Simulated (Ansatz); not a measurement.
C$_{3}$H$_{12}$GaN

```yaml
atoms:
  - { symbol: C, position_ang: [0.6517, 1.4337, -1.1936] }
  - { symbol: N, position_ang: [1.1803, 0.8729, 0.0521] }
  - { symbol: Ga, position_ang: [-0.0071, -0.7126, 0.9122] }
  - { symbol: C, position_ang: [0.0618, -2.0421, -0.5717] }
  - { symbol: C, position_ang: [-1.7171, 0.2639, 1.2230] }
  - { symbol: H, position_ang: [1.2787, 2.2325, -1.5983] }
  - { symbol: H, position_ang: [0.5693, 0.6366, -1.9318] }
  - { symbol: H, position_ang: [-0.3481, 1.8250, -1.0075] }
  - { symbol: H, position_ang: [1.2647, 1.5912, 0.7629] }
  - { symbol: H, position_ang: [2.1107, 0.4952, -0.0894] }
  - { symbol: H, position_ang: [0.9307, -0.9714, 2.1744] }
  - { symbol: H, position_ang: [-0.3667, -2.9923, -0.2402] }
  - { symbol: H, position_ang: [1.0861, -2.2537, -0.8933] }
  - { symbol: H, position_ang: [-0.5116, -1.7214, -1.4461] }
  - { symbol: H, position_ang: [-2.2326, 0.5098, 0.2902] }
  - { symbol: H, position_ang: [-2.3992, -0.3578, 1.8100] }
  - { symbol: H, position_ang: [-1.5707, 1.1900, 1.7871] }
```

Geometry: PBE0-D4/def2-TZVP.

Level of theory: RKS PBE0-D4/def2-TZVPP (Ansatz 0.2.0).

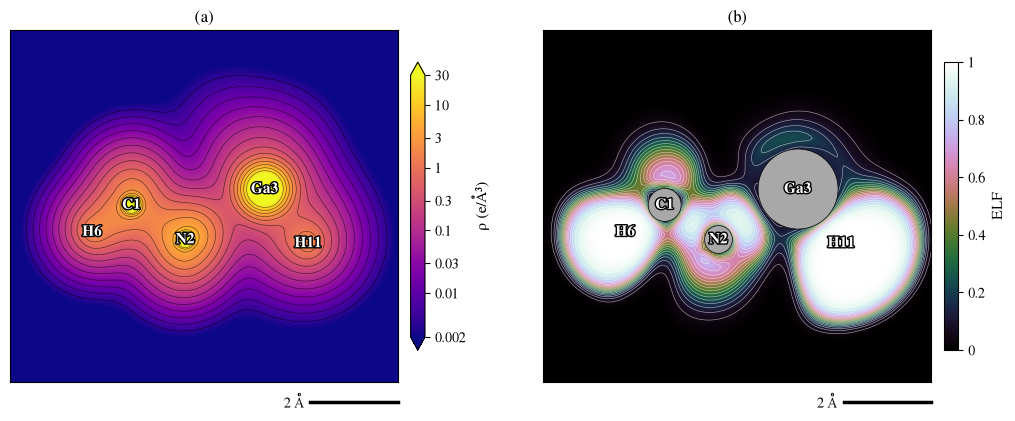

Figure 1. (a) electron density; (b) ELF on the plane of atoms N2, Ga3 and H11. Grey discs cover the atomic cores in the ELF map.

> Interpret the plot.

The plane passes through C, N, Ga and H nuclei.
C–N (1.46 Å): the density is about 1.9 e/Å³ at the midpoint; the ELF peaks at about 0.95 between the atoms; a covalent bond.
Ga–N (2.16 Å): ρ is about 0.45 e/Å³ halfway; the ELF peaks at about 0.95 in the valence shell of N, 0.6 Å from its nucleus, and is about 0.35 at the midpoint.
C–H (1.09 Å): the density is about 2 e/Å³ at the midpoint; the ELF climbs to about 1 towards the hydrogen, as it does in any bond to H; an ordinary covalent bond to hydrogen.
Ga–H (1.59 Å): the density is about 0.91 e/Å³ at the midpoint; the ELF climbs to about 1 towards the hydrogen.

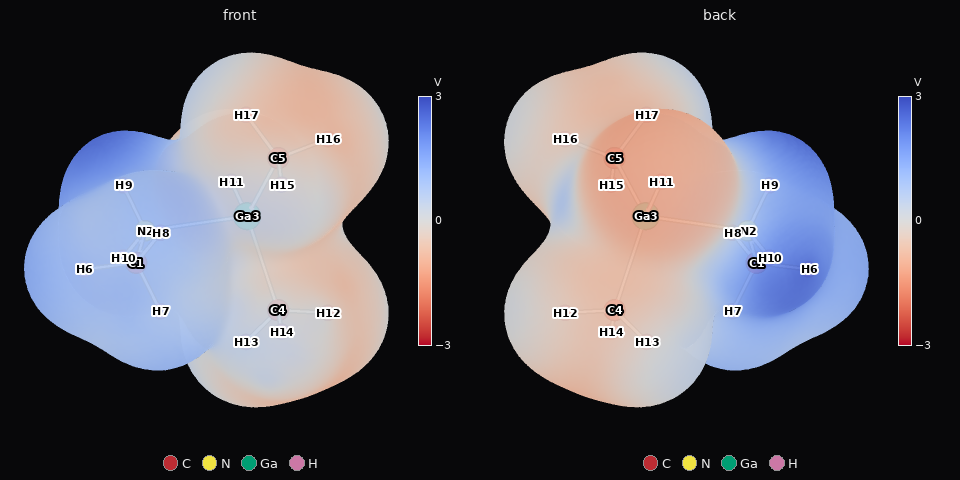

Figure 2. The electrostatic potential painted on the density surface at 0.002 e/bohr³, seen from the front and from behind; the colour scale runs from red (negative) to blue (positive).

> Where is the surface potential most negative and most positive?

The most negative region (about −1.2 V) lies over H11, the most positive (about +2.4 V) over H9 and H10.

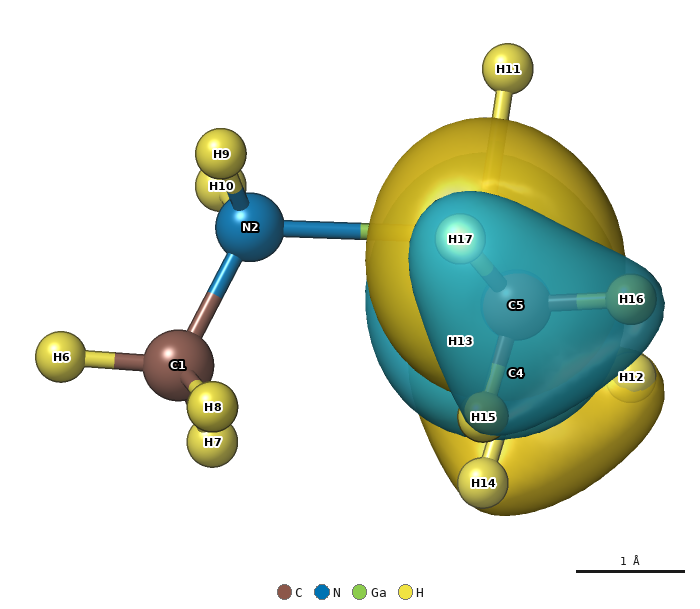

Figure 3. The HOMO at ±0.1 Å⁻³ᐟ² (yellow and cyan are the two phases), seen from one side.

> Where does this orbital lie, and at what energy?

By Hirshfeld shares it lies mainly on C4 (about 30 %), C5 (about 30 %) and Ga3 (about 25 %). Its energy is −6.84 eV.
